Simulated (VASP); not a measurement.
Band structure of Cd2SnO4 (space group Pbam). Computed with PBEsol GGA, VASP's PBE PAW potentials (set 64) (plane waves; VASP 6.6.1).

Unless said otherwise, spin-orbit coupling is left out, though it shifts the bands of the heavy elements here.

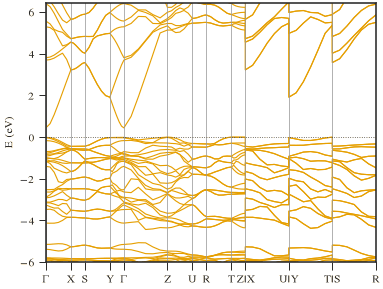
Figure: Bands along high-symmetry lines, zero at the valence-band maximum or, without a gap, the Fermi level

Q: Read the plot: is there a gap, and where are the band edges?

A: The gap is indirect, 0.44 eV, from the valence maximum at T-Z at 0.67 to the conduction minimum at Γ. (Edges off the drawn lines would not show.)

The structure comes from a computed database's Cd2SnO4 entry (Pbam); how it stands against other phases isn't given here. It was relaxed first.
